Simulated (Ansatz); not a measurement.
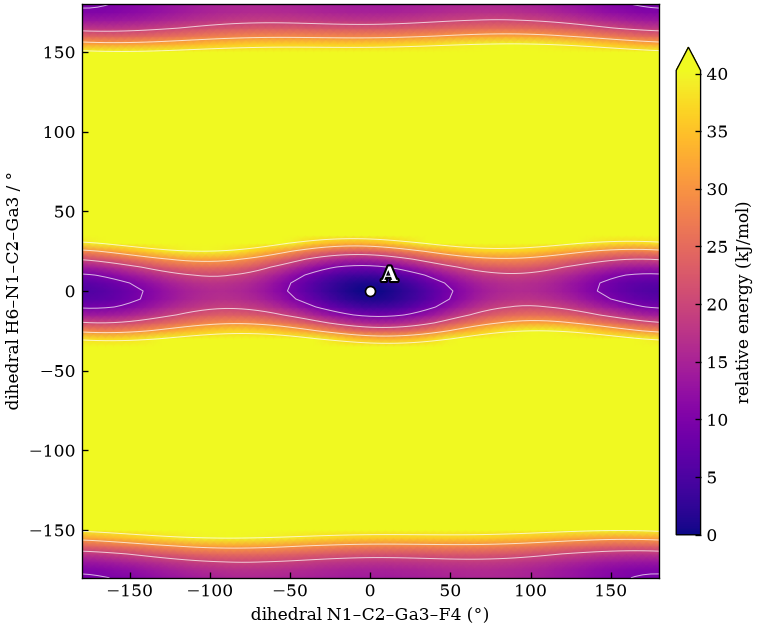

CH2F2GaN, SMILES N=[CH][Ga]([F])[F]. 
- Coordinates scanned: (1) dihedral N1–C2–Ga3–F4; (2) dihedral H6–N1–C2–Ga3.
- Nothing is relaxed (all other coordinates rigid).
- The scan uses a 12 × 12 grid; 74 points were computed and 70 follow by symmetry.
- Points are written as (first, second).
- Energies: kJ/mol, counted from the lowest grid point.
- The dihedral twists a double bond; near 90° a spin-restricted reference is unreliable.
- Method: Ansatz 0.2.0, RKS B3LYP-D4/def2-TZVP.

The picture shows a smooth colour map with a few white contour lines, one colour for all values above the top of the scale, the point A. Between grid points the surface is interpolated.

> Find the lowest pass out of the well at A.

The easiest path leads from the well at (0°, 0°) to the well at (−180°, 0°), about 5.5 kJ/mol higher. Its highest point lies about 16 kJ/mol above the bottom of the first well on the interpolated surface, at (−90°, 0°). Seen from the upper well the barrier is about 11 kJ/mol. The start is the relaxed structure and all else is held, so a fully relaxed path at this level can only be lower.

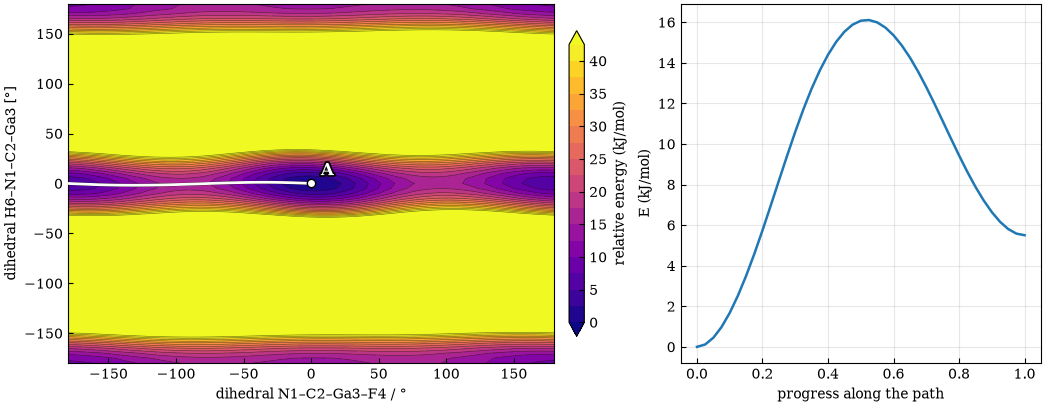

The picture shows filled contours, a line along the lowest path, one colour for all values above the top of the scale, the energy along the path at the right. Between grid points the surface is interpolated.
